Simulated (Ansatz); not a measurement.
# RPA@PBE0/cc-pVDZ run of C2H7NSi (SMILES C=NC[SiH3])

Aim: the energy change on altering one bond length of C2H7NSi at RPA@PBE0/cc-pVDZ, from 2 runs. 

The calculation is run with Ansatz 0.2.0.

72 further runs of the same task are left out: 72 set aside as unsound or not needed. Runs told in other sessions of the task aren't counted.

## Step 1: The molecule

The species is C2H7NSi (11 atoms), meant as a singlet with charge 0. As SMILES, `C=NC[SiH3]`. The coordinates come from a PBE0-D4/def2-TZVP relaxation. This is one conformer, not always the lowest.

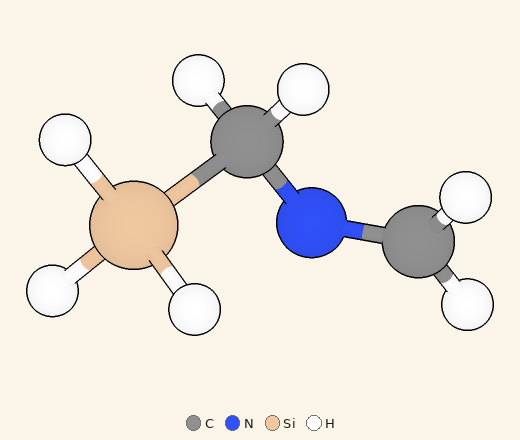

The structure, seen from a chosen angle (carbon grey, nitrogen blue, silicon light orange, hydrogen white).

## Step 2: The energy at RPA@PBE0/cc-pVDZ

The input, in.yaml:

```yaml
crystal:
  periodic: [false, false, false]
  atoms:
    - {symbol: C, position_ang: [-0.639400, 1.869300, 0.363900]}
    - {symbol: N, position_ang: [-0.998600, 0.713100, 0.018000]}
    - {symbol: C, position_ang: [-0.299000, -0.417000, 0.562600]}
    - {symbol: Si, position_ang: [0.706300, -1.257400, -0.802700]}
    - {symbol: H, position_ang: [-1.145900, 2.733500, -0.063200]}
    - {symbol: H, position_ang: [0.166900, 2.059000, 1.086600]}
    - {symbol: H, position_ang: [-1.029900, -1.151400, 0.917900]}
    - {symbol: H, position_ang: [0.365200, -0.161700, 1.404500]}
    - {symbol: H, position_ang: [1.729600, -0.311300, -1.319900]}
    - {symbol: H, position_ang: [-0.179800, -1.683000, -1.914500]}
    - {symbol: H, position_ang: [1.389900, -2.450100, -0.232400]}
basis:
  gaussian:
    orbitals: cc-pVDZ
hamiltonian:
  xc: {name: PBE0}
correlation:
  method: rpa
  frozen_orbitals: {C: 1, H: 0, "N": 1, Si: 5}
accuracy: high
```

The run is started by

```bash
$ ansatz run in.yaml --threads 1 --pin off --max-ram 3480MiB --events-out events.jsonl --progress --plain --runs-dir runs
```

The log of the run:

```text
Warning: RAYON_NUM_THREADS=1 ignored (pool sized by the plan → 1); use --threads N
Functional definition: PBE0
  name "PBE0"
  parameter a = 0.25
  parameter kappa = 0.804
  parameter beta = 0.06672455060314922
  exchange = (1 - a)*pbe_x(kappa = kappa, mu = beta*pi^2/3) + a*exact_x
  correlation = pbe_c(beta = beta)
2314 factors; integrals over basis functions are off by at most 3.8e-9 eV
mean field evaluation 1: about -11542.8450 eV, gradient 3.9e1 eV
mean field evaluation 2: about -11543.1204 eV, gradient 3.9e1 eV
mean field evaluation 4: about -11546.6462 eV, gradient 1.2e1 eV
mean field evaluation 8: about -11546.9675 eV, gradient 4.4e-1 eV
mean field evaluation 16: about -11546.9680 eV, gradient 4.3e-5 eV
mean field -11546.96803971 eV, -424.3432486434 hartree, gradient 8.0e-8 eV, S^2 0.000000; 0 other end points of the search recorded, 0 dependent functions left out
8 core orbitals not correlated: weight in the atoms' cores, before any rotation towards them, 1.000 or more for the frozen orbitals, at most 0.000 for the correlated occupied ones
reference -11514.28319254 eV, -423.1421026644 hartree; 12, 12 occupied and 75, 75 virtual orbitals, 2314 factors
Total energy: -11536.98412304 eV, -423.9763464729 hartree
```

Run time: 18 s. Hardware: 1 thread of Arm Neoverse V2, shared host; peak memory 0.39 GiB.

## Step 3: The distorted shape

The input, input.yaml:

```yaml
crystal:
  periodic: [false, false, false]
  atoms:
    - {symbol: C, position_ang: [-0.506460, 1.933152, 0.530701]}
    - {symbol: "N", position_ang: [-0.865660, 0.776952, 0.184801]}
    - {symbol: C, position_ang: [-0.166060, -0.353148, 0.729401]}
    - {symbol: Si, position_ang: [0.839240, -1.193548, -0.635899]}
    - {symbol: H, position_ang: [-1.012960, 2.797352, 0.103601]}
    - {symbol: H, position_ang: [0.299840, 2.122852, 1.253401]}
    - {symbol: H, position_ang: [-0.896960, -1.087548, 1.084701]}
    - {symbol: H, position_ang: [0.498140, -0.097848, 1.571301]}
    - {symbol: H, position_ang: [1.862540, -0.247448, -1.153099]}
    - {symbol: H, position_ang: [-0.179800, -1.683000, -1.914500]}
    - {symbol: H, position_ang: [1.522840, -2.386248, -0.065599]}
basis:
  gaussian:
    orbitals: cc-pVDZ
hamiltonian:
  xc: {name: PBE0}
correlation:
  method: rpa
  frozen_orbitals: {C: 1, H: 0, "N": 1, Si: 5}
accuracy: high
```

The run is started by

```bash
$ ansatz run input.yaml --threads 1 --pin off --max-ram 3480MiB --events-out events.jsonl --progress --plain --runs-dir runs
```

The log of the run (excerpt; [...] marks lines left out):

```text
Warning: RAYON_NUM_THREADS=1 ignored (pool sized by the plan → 1); use --threads N
[... 2 set-up lines as earlier in the session ...]
[...]
2311 factors; integrals over basis functions are off by at most 3.8e-9 eV
[...]
mean field -11546.67407319 eV, -424.3324455730 hartree, gradient 6.5e-8 eV, S^2 0.000000; 0 other end points of the search recorded, 0 dependent functions left out
8 core orbitals not correlated: weight in the atoms' cores, before any rotation towards them, 1.000 or more for the frozen orbitals, at most 0.000 for the correlated occupied ones
reference -11513.92311042 eV, -423.1288698907 hartree; 12, 12 occupied and 75, 75 virtual orbitals, 2311 factors
Total energy: -11536.66633825 eV, -423.9646680975 hartree
```

Wall time 18 s (1 thread of Arm Neoverse V2, shared host); peak memory 0.38 GiB.

## Step 4: Results

At RPA@PBE0/cc-pVDZ, 8 core orbitals frozen:

| quantity | value |
| --- | --- |
| first shape: total energy | -423.97635 Eh |
| first shape: RPA correlation energy (valence) | -834.2 mEh |
| distorted shape: total energy | -423.96467 Eh |
| distorted shape: RPA correlation energy (valence) | -835.8 mEh |
| energy change with the Si4–H10 bond stretched from 1.484 to 1.707 Å | 0.318 eV |

In words: With the Si4–H10 bond stretched from 1.484 to 1.707 Å the energy rises by 0.32 eV (30.7 kJ/mol). The first shape isn't relaxed at this level, so the change isn't measured from a minimum.
